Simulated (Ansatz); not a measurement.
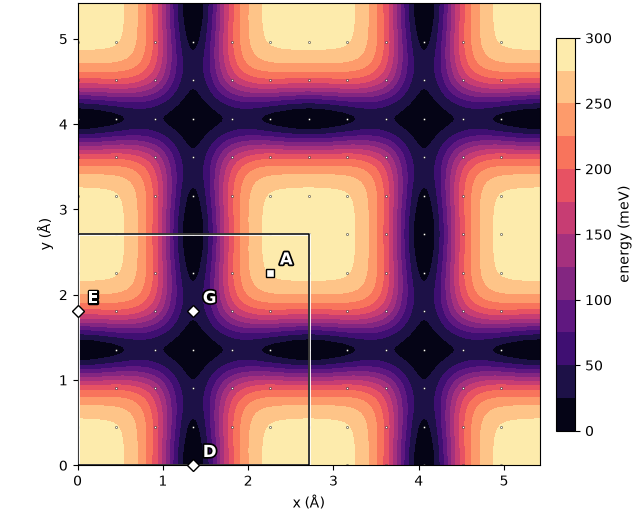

H on a Rh(100) slab cut from the Fm-3m phase, its upper half relaxed before the scan (12 atoms of substrate and one adsorbate in a 2 × 2 cell). H is moved over the surface cell; relaxed at each place: the height of the adsorbate's atoms; substrate rigid; the origin of the map has the adsorbate above Rh9. Places are given modulo a cell vector. The map is drawn in real space over the plane of the surface. Grid: 6 × 6 points; 10 points were computed and 26 follow by symmetry. Places are given in fractions of the 1 × 1 surface cell. Energies: meV, counted from the lowest grid point. Level of theory: DFT PBE, scalar-relativistic, plane waves, PAW (Ansatz). Settings: cutoff 420 eV, k-mesh 5×5×1, gaussian smearing 0.1 eV, no spin polarisation.

Drawn: filled contours, dots at the grid points, the outline of one cell of the 2 × 2 shown, lettered points. Between grid points the surface is interpolated.

Is D the lowest point of the computed grid?

Answer. Yes. D, at a bridge site between two Rh atoms, (3/6, 0/6) of the cell vectors, has the lowest energy of the grid.

Rank the lettered points by energy, lowest first.

Answer. D (0 meV), G (30 meV), E (188 meV), A (276 meV).

PAW datasets: the set soft_1.
